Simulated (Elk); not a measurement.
Band structure of LaOs2 (Fd-3m, 6 atoms in the cell).

```
CELL_PARAMETERS angstrom
      0.00000     3.79508     3.79508
      3.79508     0.00000     3.79508
      3.79508     3.79508     0.00000
ATOMIC_POSITIONS crystal
  La 0.75000 0.75000 0.75000
  La 0.50000 0.50000 0.50000
  Os 0.12500 0.62500 0.12500
  Os 0.12500 0.12500 0.12500
  Os 0.62500 0.12500 0.12500
  Os 0.12500 0.12500 0.62500
```

Level of theory: PBEsol, all-electron FP-LAPW, Elk's shipped species files, default APW+lo basis run with Elk.

Settings: xctype = 22; rgkmax = 7; stype = 3; swidth = 0.00499791 Ha; ngridk = 7 7 7; rmtscf = 0.85.

The starting cell comes from a database of computed structures (which also holds hypothetical and non-ambient phases and stackings), without a prior relaxation at this level. Its lattice was rescaled by a random factor within 2.5 % of one. Spin-orbit coupling is off. Spin polarisation is off. Values depend on the basis (sphere radii, cutoffs, local orbitals), which need not be converged.

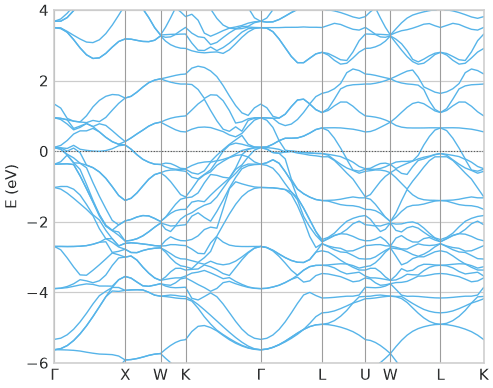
Figure. Bands along the path, energies from the Fermi level.

Levels in eV from the Fermi level, bands 68 to 75:
```tsv
point	68	69	70	71	72	73	74	75
Γ	0.10	0.10	0.11	0.11	0.11	0.95	0.95	0.95
X	-1.98	-1.40	-1.40	0.17	0.17	0.27	0.27	1.50
W	-2.00	-0.61	-0.61	-0.38	-0.38	0.82	0.82	2.05
K	-1.33	-1.30	-0.57	-0.51	-0.50	0.54	1.00	1.90
L	-1.40	-0.16	-0.07	-0.07	0.66	0.66	1.09	1.09
U	-1.33	-1.30	-0.57	-0.51	-0.50	0.54	1.00	1.90
```

Bands cross the Fermi level along this path, so the cell is metallic at this level.
